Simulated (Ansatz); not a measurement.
# Energy over volume and axial ratio for TiTe2 (CdI2 type)

TiTe$_{2}$ (CdI2 type)

```xyz
3
Lattice="3.7840 0.0000 0.0000 -1.8920 3.2770 0.0000 0.0000 0.0000 6.6016" Properties=species:S:1:pos:R:3 pbc="T T T"
Ti     0.0000     0.0000     0.0000
Te     0.0000     2.1847     1.6956
Te     1.8920     1.0923     4.9060
```

Two coordinates are scanned: the volume, and the ratio of the stretch along z (the conventional c axis) to the stretch across it. Atoms keep their fractional coordinates.

These are r2SCAN+rVV10 (plane waves to 500 eV, PAW, scalar-relativistic; Ansatz, a quantum-chemistry and plane-wave program) values and carry that method's errors. k mesh 14×14×7 (Γ-centred), Fermi-Dirac smearing 0.05 eV. E stands for the smeared free energy. As the atoms are clamped, bonds stretch with the cell, which overstates energies and stresses. With partly filled bands, the response to shear is sensitive to the k mesh, so small differences along c/a are uncertain. Spin-orbit coupling is left out, though Te is heavy. TiTe2 is run without spin polarisation. TiTe2 was relaxed with its symmetry unable to fall. The zero of ΔE is the relaxed starting cell.

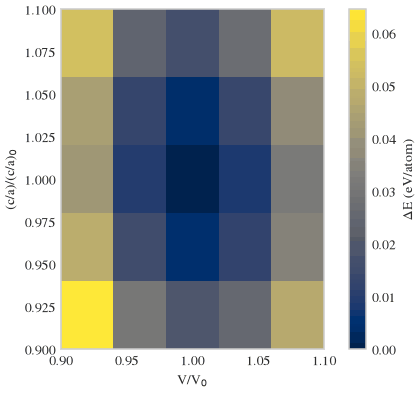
Fig. 1. ΔE (eV/atom) over the 5×5 grid of computed points.

Lowest place on the grid: V/V₀ = 1.000, (c/a)/(c/a)₀ = 1.000 (0 meV/atom). Highest place on the grid: V/V₀ = 0.920, (c/a)/(c/a)₀ = 0.920 (65 meV/atom).

(A scan under strain: stresses follow from slopes of the energy per volume, elastic moduli from its curvatures.)
